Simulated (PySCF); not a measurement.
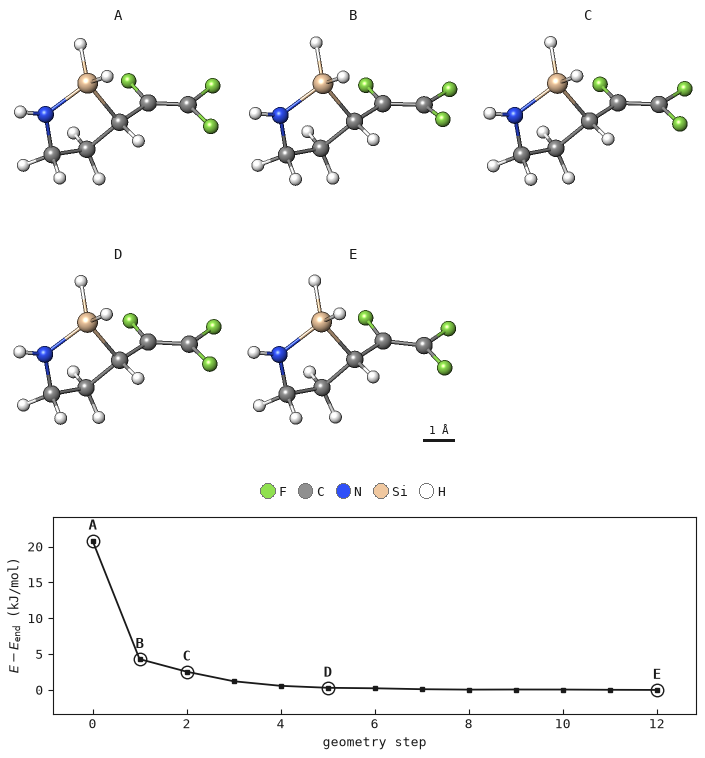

Frames of a relaxation of C5H8F3NSi, marked on the history of the run. A ball-and-stick model, seen from a free direction.

The start comes from GFN2-xTB. Its atoms were then displaced at random by about 0.01 Å.

These are results of PBE0-D3(BJ)/def2-SVP geometry optimisation, gas phase in PySCF 2.14.0, density-fitted response routines, not measurements. 

Question: Describe the path.

Answer: After 12 geometry steps the energy has fallen by 20.8 kJ/mol. The atom that moves furthest after the best rigid fit is an F atom (0.15 Å). Largest moves by element: F 0.15 Å, H 0.11 Å, C 0.08 Å, N 0.05 Å, Si 0.04 Å. Near-neighbour distances that change, for instance: C–F 1.359 → 1.316 Å, H–Si 1.460 → 1.499 Å, C–C 1.295 → 1.333 Å, N–Si 1.701 → 1.731 Å. Bond angles that change, for instance: H–Si–H 112.5° → 107.2°, N–Si–H 111.6° → 114.7°, N–C–H 109.5° → 112.6°. The run took 2.5 min on 1 thread of Intel(R) Xeon(R) 6975P-C (shared host). From step 0 to 1: an F atom moves most (0.30 Å), energy −16.5 kJ/mol. From step 1 to 2: an F atom moves most (0.20 Å), energy −1.75 kJ/mol. From step 2 to 5: an F atom moves most (0.10 Å), energy −2.25 kJ/mol. From step 5 to 12: an F atom moves most (0.16 Å), energy −0.30 kJ/mol.

| step | E − E(0), kJ/mol |
| --- | --- |
| 0 | 0.00 |
| 1 | -16.53 |
| 2 | -18.28 |
| 3 | -19.62 |
| 4 | -20.26 |
| 5 | -20.53 |
| 6 | -20.60 |
| 7 | -20.73 |
| 8 | -20.79 |
| 9 | -20.77 |
| 10 | -20.78 |
| 11 | -20.81 |
| 12 | -20.83 |
